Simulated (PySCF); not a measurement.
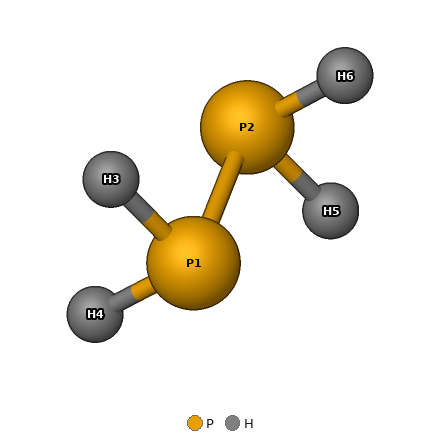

P₂H₄, SMILES PP. Vertical core-electron binding energies by ΔSCF (SCAN, pcX-2 on the ionised atom, pcseg-1 elsewhere, spin-free X2C; PySCF 2.14.0, at a GFN2-xTB geometry (no frequency check)), gas phase, against the vacuum level. One atom of each kind was ionised; within a panel, areas follow the number of like atoms and 2j + 1 (2p levels are split by first-order spin-orbit coupling, an approximation), each panel is scaled alone, Gaussians of 1.0 eV full width. Only the regions named are shown. Lines closer than the width merge in the curve.

Question: Predict the P 2p and P 1s photoelectron lines.

Answer:
| level | atoms | binding energy (eV) |
| --- | --- | --- |
| P 2p1/2 | P1, P2 | 137.5 |
| P 2p3/2 | P1, P2 | 136.7 |
| P 1s | P1, P2 | 2150.2 |

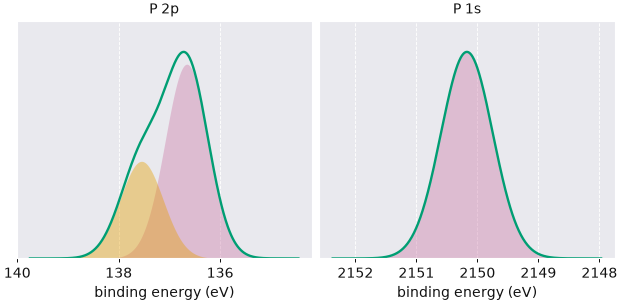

Note: the tight-binding geometry is rougher than a DFT one and adds to the error.
